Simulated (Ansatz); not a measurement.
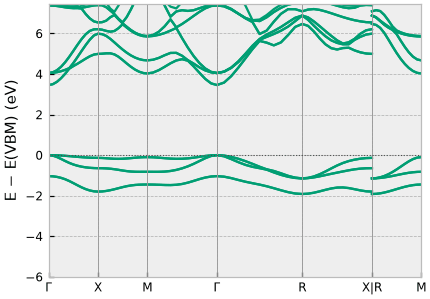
Figure: Band structure from the program Ansatz at the PBE with spin–orbit coupling level (PAW)

Read off the gap and where the band edges lie.

About 3.5 eV (3.46 eV by a search for the band edges); maximum at Γ, minimum at Γ.

The material is CsI (CsCl type, Pm-3m).

The PBE relaxation kept the symmetry of its start.

Potentials: the later of the program's two PAW sets.
